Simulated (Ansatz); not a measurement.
## A computed series for hypothetical P6_3/mmc SnSe2: thickness series

Consider SnSe$_{2}$ in the 2H-MoS2 type structure (space group P6_3/mmc, No. 194; a hypothetical phase, not in the database extracts checked; layered, stacked along the Cartesian z axis).

```
SnSe2
1.0
    3.83321     0.00000     0.00000
   -1.91661     3.31966     0.00000
    0.00000     0.00000    11.50508
Sn Se
2 4
Direct
  0.33333   0.66667   0.25000
  0.66667   0.33333   0.75000
  0.33333   0.66667   0.59894
  0.66667   0.33333   0.09894
  0.66667   0.33333   0.40106
  0.33333   0.66667   0.90106
```

Free-standing slabs (3 atom(s) a layer) normal to the stacking axis with 15 Å of vacuum; in-plane cell relaxed.

Levels (all Ansatz, a first-principles code, PAW, earlier PAW set): PBE-D3(BJ) (420 eV, scalar-relativistic without spin-orbit coupling); PBEsol-D3(BJ) (420 eV, spin-orbit coupling left out).

The base cell above is that of PBE-D3(BJ); each level relaxes its own structures.

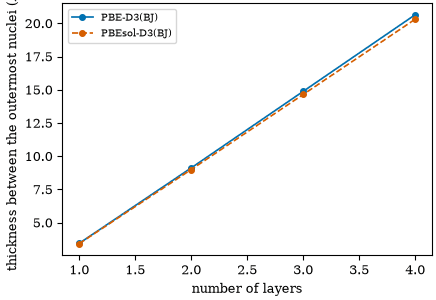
Fig. 1. Thickness between the outermost nuclei under two levels

Q: How do the two levels compare along the series?

A: PBE-D3(BJ) lies above PBEsol-D3(BJ) in every row, by 0.02 Å to 0.34 Å. They put the cases in the same order.

No phonon test of stability was made. The final runs are not spin-polarised.
